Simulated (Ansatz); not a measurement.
# CH₂Cl₂: what the fields show

Input file:

```
crystal:
  periodic: [false, false, false]
  atoms:
    - {symbol: C, position_ang: [0.056830, 0.103408, -0.084295]}
    - {symbol: Cl, position_ang: [-0.035617, 0.219805, 1.671758]}
    - {symbol: Cl, position_ang: [-0.614314, -1.402160, -0.707713]}
    - {symbol: H, position_ang: [1.102677, 0.151965, -0.371749]}
    - {symbol: H, position_ang: [-0.509575, 0.927083, -0.508001]}
basis:
  gaussian: {orbitals: def2-TZVPP}
hamiltonian: {xc: pbe0, dispersion: d4}
output: {orbitals: {seedname: orbitals}}
```

Command:

```sh
ansatz run in.yaml --threads 2 --pin off --events-out ev --progress --plain --max-ram 4352MiB
```

The product side of a reaction path; geometry: PBE0-D4/def2-TZVP.

Level of theory: RKS PBE0-D4/def2-TZVPP in Ansatz 0.2.0.

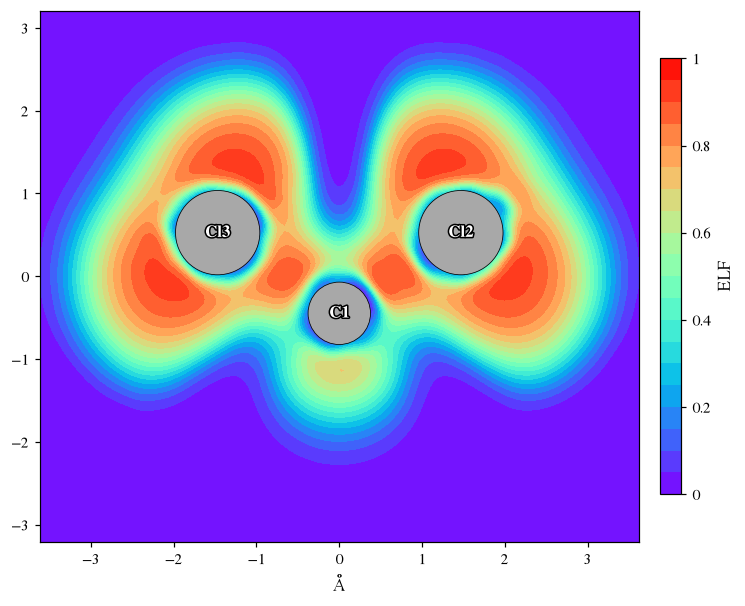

Figure 1. ELF on the plane of atoms Cl2, C1 and Cl3. Grey discs cover the atomic cores.

**Read the bonding off the picture.**

- Atoms in the plane: C and Cl.
- C–Cl (1.76 Å): the ELF peaks at about 0.90 between the atoms; localised, covalent bonding.
- The ELF also peaks beside Cl3 and Cl2, away from the bonds: lone-pair regions.

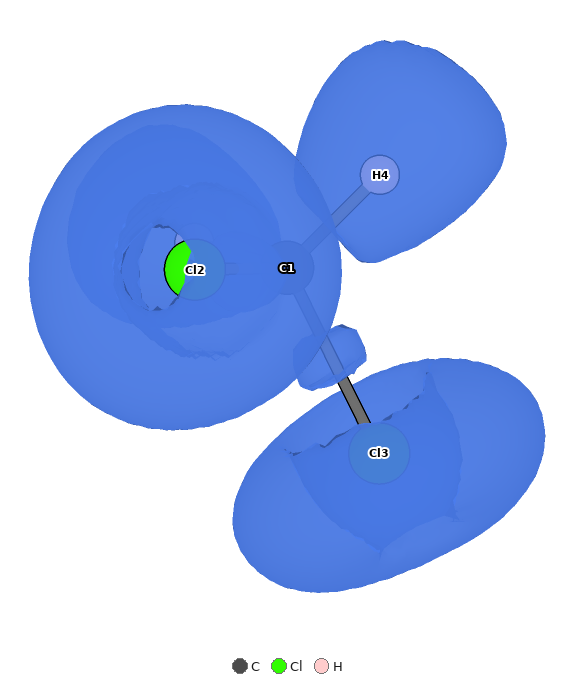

Figure 2. Isosurface of the ELF at 0.8 (blue), seen at an oblique angle. Core shells and regions of very low density are left out.

**Where are the electrons localised?**

At this value the surface marks out two regions between bonded C–Cl atoms (shared pairs), two regions around hydrogen nuclei and two rings or bowls of non-bonding electrons around Cl. Along the contacts the grid gives the following. C–H (1.09 Å): the ELF climbs to about 1 towards the hydrogen, as it does in any bond to H (a covalent bond by its length).

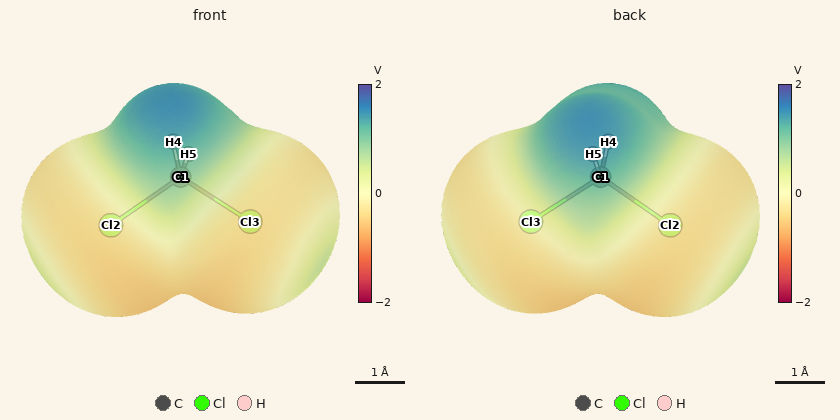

Figure 3. The electrostatic potential painted on the density surface at 0.002 e/bohr³, seen from the front and from behind; the colour scale runs from red (negative) to blue (positive).

**Describe the electrostatic potential map.**

The most negative region (about −0.5 V) lies over Cl2 and Cl3, the most positive (about +1.5 V) over H4 and H5. Cl2 shows a σ-hole: about +0.5 V at the tip opposite its bond, against about −0.4 V on its flanks. Cl3 shows a σ-hole: about +0.6 V at the tip opposite its bond, against about −0.3 V on its flanks.
